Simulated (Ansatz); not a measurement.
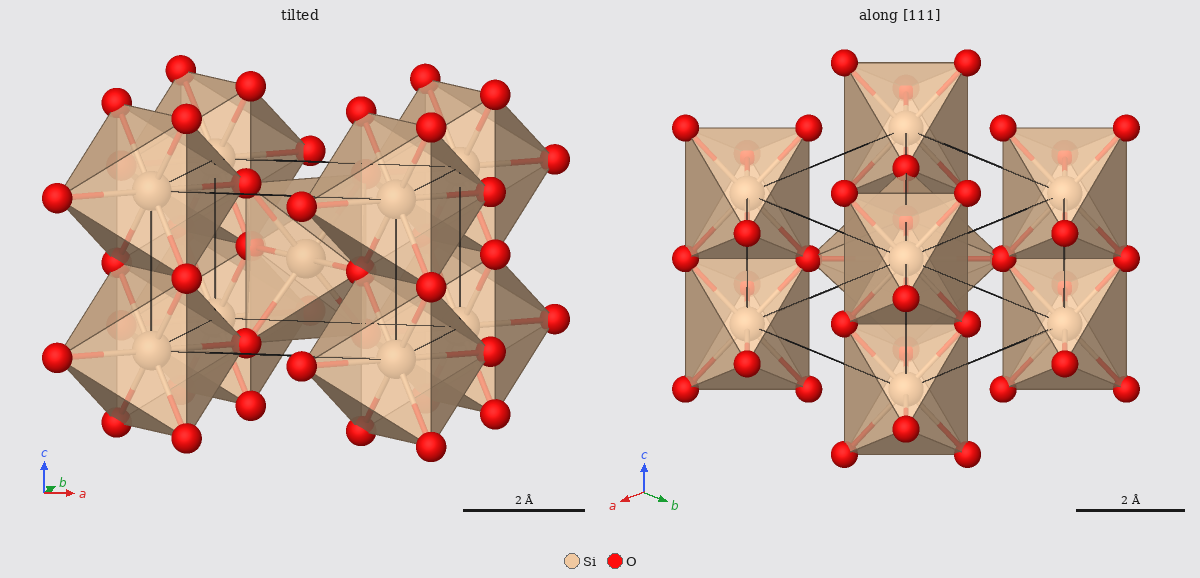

This polyhedral model is shown slightly off an axis and along [111]. Thin lines show the conventional unit cell, with boundary atoms drawn in all their periodic places. Some atoms of the next cells are drawn as well. Cell: a = 4.185 Å, b = 4.185 Å, c = 2.669 Å, α = 90.00°, β = 90.00°, γ = 90.00°.

The solid is SiO₂. Space group P4_2/mnm (No. 136), lattice primitive tetragonal. Type of structure: rutile. The cell comprises 2 formula units: 2 Si, 4 O. The polyhedra are SiO6 octahedra; they share corners and edges. The coordination shell of Si holds six O in a distorted octahedral arrangement at about 1.8 Å. Each O has three Si at about 1.8 Å. The bonds build a three-dimensional framework.

The model was built from a structure listed in the Materials Project. Earlier steps of the study may have refined or changed the cell and positions. It went into a calculation with Ansatz.
